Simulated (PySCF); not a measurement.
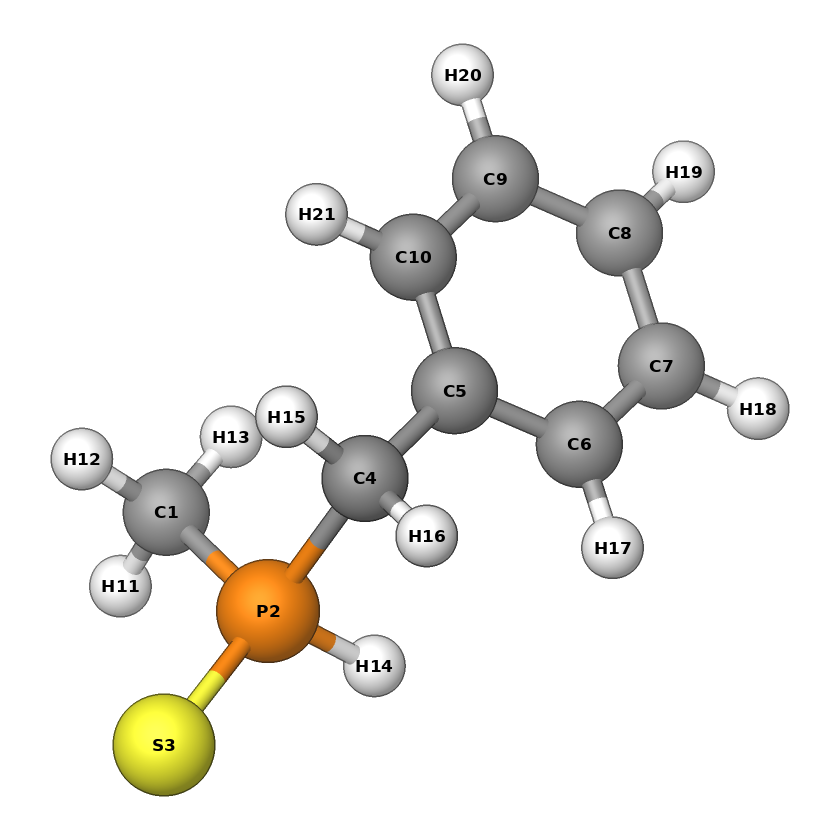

The computed structure is the end point of a GFN2-xTB optimisation. No frequency run is at hand to confirm it as a minimum. Electric field gradients from the ground-state density, PBE0/pcSseg-1 (PySCF 2.14.0), non-relativistic apart from any core potentials.

Give the largest field-gradient component, the quadrupole coupling constant and the asymmetry for 33S at S3 (Q = −67.81 mb).

```tsv
atom	V_zz (a.u.)	e²qQ/h (MHz)	η
S3	2.298	−36.6	0.05
```

The geometry is semi-empirical. Around P such bond lengths and angles can be off by a tenth of an ångström or more and by several degrees, and values that hang on the shape move with them.
